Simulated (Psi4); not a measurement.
# [BCl2]+ (SMILES Cl[B+]Cl): DSD-PBEB95/aug-cc-pV(T+d)Z (density fitting, density fitting for correlation)

Aim: the energy difference between two shapes of [BCl2]+ at DSD-PBEB95/aug-cc-pV(T+d)Z (density fitting, density fitting for correlation), from 2 runs. 

The results are computed with Psi4 1.11.

3 further runs of the same task are left out: 2 that didn't finish, 1 set aside as unsound or not needed.

## (1) The molecule

[BCl2]+: 3 atoms, total charge +1, spin state singlet. SMILES: `Cl[B+]Cl`. Geometry: relaxed at GFN2-xTB.

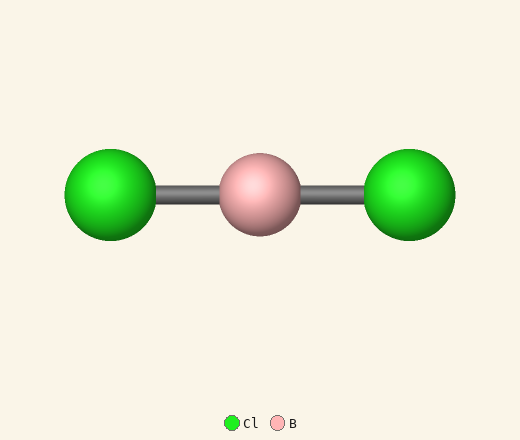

Viewed from a chosen angle; chlorine green, boron pink.

## (2) A single-point energy at DSD-PBEB95/aug-cc-pV(T+d)Z (density fitting, density fitting for correlation)

File bcl2.py:

```python
import psi4

psi4.set_memory(1600000000)
psi4.set_num_threads(1)
psi4.set_output_file('output.dat', False)

molecule = psi4.geometry("""
1 1
Cl    -2.34019904     1.44843728    -1.11739506
B      0.00139840     0.00257003     0.00103935
Cl     2.33880064    -1.45100731     1.11633681
units bohr
""")

psi4.set_options(dict(scf_type='df', freeze_core=True))

energy_value, wavefunction = psi4.energy('dsd-pbeb95/aug-cc-pV(T+d)Z', return_wfn=True)
print(f'total energy {energy_value:.8f} hartree = {energy_value * 27.211386:.5f} eV')
for k, v in sorted(psi4.core.scalar_variables().items()):
    print(f'{k:45s} {v:18.10f}')
```

On the command line:

```
python bcl2.py
```

output.dat:

```text
[...]
  Running in cs symmetry.
[...]
  Nuclear repulsion =  105.883521864525648
[...]
  Multiplicity = 1
[...]
  Nalpha       = 19
  Nbeta        = 19
[...]
    Number of basis functions: 156
[...]
   @DF-RKS iter   1:  -944.26843351755508    3.19274e-01   1.54743e-03 DIIS/ADIIS
[...]
   @DF-RKS iter   7:  -944.28079791838138   -9.38898e-08   3.10798e-07 DIIS
[...]
    Orbital Energies [Eh]
    ---------------------
    Doubly Occupied:
       1Ap  -103.868069     2Ap  -103.868009     3Ap   -10.445211
       4Ap   -10.445136     5Ap    -8.026113     6Ap    -8.026039
       1App   -8.022925     7Ap    -8.022925     2App   -8.022851
       8Ap    -8.022851     9Ap    -7.682156    10Ap    -1.340393
      11Ap    -1.320940    12Ap    -0.887234    13Ap    -0.836915
       3App   -0.763893    14Ap    -0.763893     4App   -0.698591
      15Ap    -0.698591
[...]
  @DF-RKS Final Energy:  -944.28079791838138
   => Energetics <=
    Nuclear Repulsion Energy =            105.8835218645256475
    One-Electron Energy =               -1503.1586214363794625
    Two-Electron Energy =                 472.0197958356252457
    DFT Exchange-Correlation Energy =     -19.0254941821528014
    Empirical Dispersion Energy =           0.0000000000000000
    VV10 Nonlocal Energy =                  0.0000000000000000
    Total Energy =                       -944.2807979183813814
[...]
 Multipole Moments:
 ------------------------------------------------------------------------------------
     Multipole            Electronic (a.u.)      Nuclear  (a.u.)        Total (a.u.)
 ------------------------------------------------------------------------------------
 L = 1.  Multiply by 2.5417464519 to convert [e a0] to [Debye]
 Dipole X            :          0.0025687           -0.0007888            0.0017799
 Dipole Y            :          0.0024042           -0.0011783            0.0012259
 Dipole Z            :          0.0000000            0.0000000            0.0000000
 Magnitude           :                                                    0.0021612
[...]
```

The script printed:

```text
total energy -944.49561883 hartree = -25701.03486 eV
CURRENT ENERGY                                   -944.4956188321
CURRENT REFERENCE ENERGY                         -944.2807979184
DD SOLVATION ENERGY                                 0.0000000000
DFT FUNCTIONAL TOTAL ENERGY                      -944.2807979184
DFT TOTAL ENERGY                                 -944.4956188321
DFT VV10 ENERGY                                     0.0000000000
DFT XC ENERGY                                     -19.0254941822
DOUBLE-HYBRID CORRECTION ENERGY                    -0.2148209137
DSD-PBEB95 DOUBLE-HYBRID CORRECTION ENERGY         -0.2148209137
DSD-PBEB95 TOTAL ENERGY                          -944.4956188321
GRID ELECTRONS ALPHA                               19.0000007510
GRID ELECTRONS BETA                                19.0000007510
GRID ELECTRONS TOTAL                               38.0000015019
NUCLEAR REPULSION ENERGY                          105.8835218645
ONE-ELECTRON ENERGY                             -1503.1586214364
PCM POLARIZATION ENERGY                             0.0000000000
PE ENERGY                                           0.0000000000
SCF ITERATION ENERGY                             -944.2807979184
SCF ITERATIONS                                      7.0000000000
SCF TOTAL ENERGY                                 -944.2807979184
TWO-ELECTRON ENERGY                               472.0197958356
XC GRID RADIAL POINTS                              75.0000000000
XC GRID SPHERICAL POINTS                          302.0000000000
XC GRID TOTAL POINTS                            66498.0000000000
```

Run time: 6.9 s. Hardware: 1 thread of Intel Xeon 6975P-C (Granite Rapids), shared host; peak memory 1 GiB.

## (3) The distorted shape, same level

File input.in:

```
memory 1.6 GB

molecule {
  1 1
  Cl    -1.210055     0.771530    -0.599578
  B     -0.000441    -0.005896     0.009519
  Cl     1.261472    -0.753028     0.561888
}

set globals {
  scf_type    df
  freeze_core true
}

energy("dsd-pbeb95/aug-cc-pV(T+d)Z")
print_variables()
```

On the command line:

```
psi4 -n 1 input.in input.out
```

input.out:

```text
[...]
  Running in cs symmetry.
[...]
  Nuclear repulsion =  106.405163064060929
[...]
  Multiplicity = 1
[...]
  Nalpha       = 19
  Nbeta        = 19
[...]
    Number of basis functions: 156
[...]
   @DF-RKS iter   1:  -944.26765702240823    3.38047e-01   1.54843e-03 DIIS/ADIIS
[...]
   @DF-RKS iter   7:  -944.27966145863195   -9.17015e-08   3.70234e-07 DIIS
[...]
    Orbital Energies [Eh]
    ---------------------
    Doubly Occupied:
       1Ap  -103.868153     2Ap  -103.867285     3Ap   -10.445731
       4Ap   -10.444643     5Ap    -8.026609     6Ap    -8.025539
       1App   -8.023432     7Ap    -8.023431     2App   -8.022352
       8Ap    -8.022351     9Ap    -7.679430    10Ap    -1.342342
      11Ap    -1.322464    12Ap    -0.887718    13Ap    -0.837982
       3App   -0.765596    14Ap    -0.765582     4App   -0.699003
      15Ap    -0.698965
[...]
  @DF-RKS Final Energy:  -944.27966145863195
   => Energetics <=
    Nuclear Repulsion Energy =            106.4051630640609289
    One-Electron Energy =               -1504.1859199496539077
    Two-Electron Energy =                 472.5292401251334695
    DFT Exchange-Correlation Energy =     -19.0281446981723548
    Empirical Dispersion Energy =           0.0000000000000000
    VV10 Nonlocal Energy =                  0.0000000000000000
    Total Energy =                       -944.2796614586319492
[...]
 Multipole Moments:
 ------------------------------------------------------------------------------------
     Multipole            Electronic (a.u.)      Nuclear  (a.u.)        Total (a.u.)
 ------------------------------------------------------------------------------------
 L = 1.  Multiply by 2.5417464519 to convert [e a0] to [Debye]
 Dipole X            :         -0.0361313            0.0182353           -0.0178960
 Dipole Y            :          0.0454754           -0.0153391            0.0301363
 Dipole Z            :          0.0000000            0.0000000            0.0000000
 Magnitude           :                                                    0.0350494
[...]
```

Wall time 6.9 s (1 thread of Intel Xeon 6975P-C (Granite Rapids), shared host); peak memory 1 GiB.

## (4) Summary of results

At DSD-PBEB95/aug-cc-pV(T+d)Z (density fitting, density fitting for correlation), 11 core orbitals frozen:

```
                                            quantity          value
                           first shape: total energy  -944.49562 Eh
      first shape: HOMO energy (SCF part's orbitals)      -19.01 eV
      first shape: LUMO energy (SCF part's orbitals)       -5.95 eV
    first shape: HOMO–LUMO gap (SCF part's orbitals)       13.06 eV
                       distorted shape: total energy  -944.49439 Eh
  distorted shape: HOMO energy (SCF part's orbitals)      -19.02 eV
  distorted shape: LUMO energy (SCF part's orbitals)       -5.93 eV
distorted shape: HOMO–LUMO gap (SCF part's orbitals)       13.09 eV
              energy change with the atoms displaced       0.034 eV
```

**Reading.** With the atoms displaced the energy rises by 0.03 eV (3.2 kJ/mol). The first shape isn't relaxed at this level, so the change isn't measured from a minimum.
